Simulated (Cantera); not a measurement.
Feed: 1 mol HMDSO, 1.3 mol H₂O, 50 mol H₂, 26 mol N₂O, held at 750 Torr.

Equilibrium computed with Cantera from the NASA thermochemical tables; the gas is ideal and each condensed phase is pure. Candidate condensed phases: C, C₆H₆, C₇H₈, C₈H₁₈, H₂O, Si, SiC, SiO₂, Si₂N₂O, Si₃N₄; 151 gas species. The feed counts by its element totals alone. The tables hold silica as quartz up to 1696 K and as liquid above; real silica turns to tridymite and cristobalite and melts near 1996 K. Gases not in the tables: Si(OH)₄. The numbers say what is thermodynamically allowed, not how fast it happens.

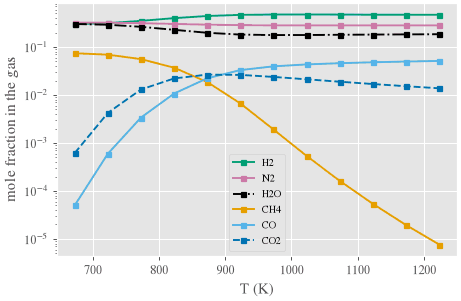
Equilibrium gas composition (values under 1e-9 drawn at 1e-9)

From 673 K to 823 K the condensed part is SiO₂(α-quartz). From 873 K to 1223 K the condensed part is SiO₂(β-quartz).
